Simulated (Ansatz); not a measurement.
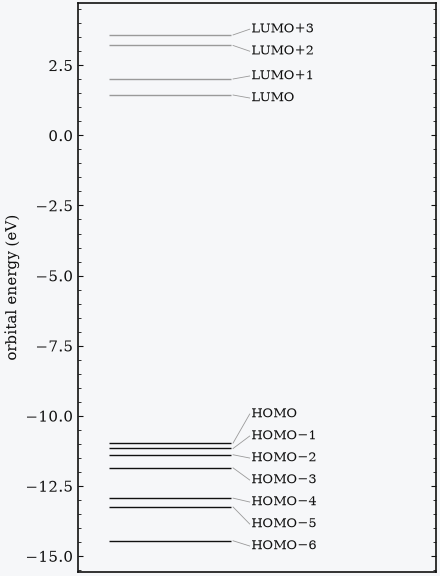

C₃H₅OSi, SMILES [C]#C[SiH2]OC, doublet. Kohn-Sham orbital energies near the frontier (alpha spin), ωB97X-V/def2-TZVPP, the Ansatz code 0.2.0, at a PBE0-D4/def2-TZVP geometry (a minimum by its frequencies), isolated molecule; empty levels in grey, levels within 0.03 eV side by side.

Where do the highest filled and lowest empty alpha orbitals lie?

Answer. HOMO at −10.97 eV, LUMO at 1.44 eV, 12.41 eV apart.

And the beta frontier levels?

Answer. Beta HOMO −10.72 eV, beta LUMO −2.95 eV.

List the levels.

Answer.
```
orbital  energy (eV)
 LUMO+3         3.58
 LUMO+2         3.21
 LUMO+1         2.01
   LUMO         1.44
   HOMO       −10.97
 HOMO−1       −11.17
 HOMO−2       −11.39
 HOMO−3       −11.86
 HOMO−4       −12.94
 HOMO−5       −13.25
 HOMO−6       −14.46
```

Known limits of this run: one conformer of a flexible molecule; empty levels above zero depend strongly on the basis.
